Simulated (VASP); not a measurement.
Band structure of Ta (bcc). These are SCAN meta-GGA, VASP's PBE PAW potentials (set 64) (plane waves; VASP) values and carry that method's errors.

Unless said otherwise, spin-orbit coupling is left out, though it shifts the bands of the heavy elements here.

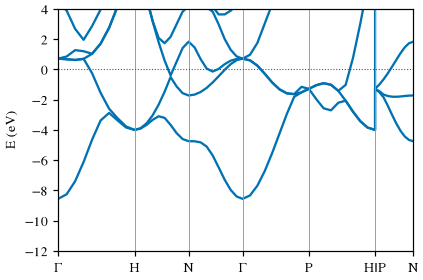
Bands along high-symmetry lines, zero at the valence-band maximum or, without a gap, the Fermi level

Read the plot: is there a gap, and where are the band edges?

It has no gap at this level: it comes out as a metal or semimetal.

The compound is Ta in the bcc structure. It was relaxed first.
